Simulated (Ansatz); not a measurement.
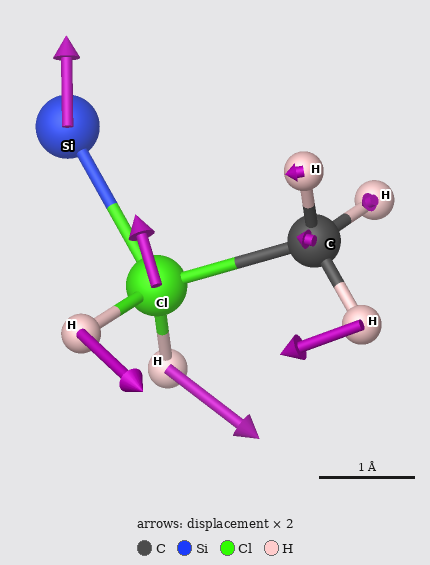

This is a relaxation of CH$_{5}$ClSi. The starting structure is drawn; purple arrows show the displacements, magnified 2 times. The two geometries are superimposed by the best rigid fit.

Style: ball-and-stick. Shown at a tilt.

It is one of the separated reactants of a reaction.

Theory: RKS PBE-D4/def2-SVP in Ansatz 0.2.0.

The input:
```yaml
crystal:
  periodic: [false, false, false]
  atoms:
    - {symbol: C, position_ang: [-0.612048, 0.785387, -0.172981]}
    - {symbol: Si, position_ang: [1.888048, -0.363915, 1.471107]}
    - {symbol: Cl, position_ang: [0.439656, -0.728789, 0.049345]}
    - {symbol: H, position_ang: [-1.381260, 0.598876, -0.927632]}
    - {symbol: H, position_ang: [-0.006517, 1.632718, -0.500579]}
    - {symbol: H, position_ang: [-1.105778, 1.054797, 0.762754]}
    - {symbol: H, position_ang: [1.066773, -1.057603, -1.076490]}
    - {symbol: H, position_ang: [-0.278396, -1.764137, 0.475204]}
basis:
  gaussian: {orbitals: def2-SVP}
hamiltonian: {xc: pbe, dispersion: d4}
relax: {f_tol: 0.03, max_steps: 250}
```

Run as
```bash
ansatz run in.yaml --threads 2 --pin off --events-out ev --progress --plain --max-ram 4352MiB
```

Q: Describe the change and its energy.

A: The largest moves after the best rigid fit, 0.62 Å, are those of H7 and H8. By element the largest moves are H 0.62 Å, Si 0.49 Å, Cl 0.41 Å, C 0.11 Å. Among the contacts that change: Cl3–H7 1.330 → 1.935 Å, Si2–Cl3 2.062 → 2.095 Å, C1–H4 1.094 → 1.110 Å, C1–Cl3 1.857 → 1.846 Å. Bonds break: Cl3–H7 (1.33 → 1.94 Å), Cl3–H8 (1.33 → 1.94 Å). Among the angles between lasting bonds that change: Cl3–C1–H4 110.0° → 100.3°, C1–Cl3–Si2 109.6° → 116.8°, H4–C1–H5 108.4° → 115.0°. Over 16 accepted moves (17 points after the start) the energy falls by 381.1 kJ/mol. Largest force component: 7.2 eV/Å at the start, 0.02 eV/Å at the end. The line search rejected the trial step at point 6 of the run.
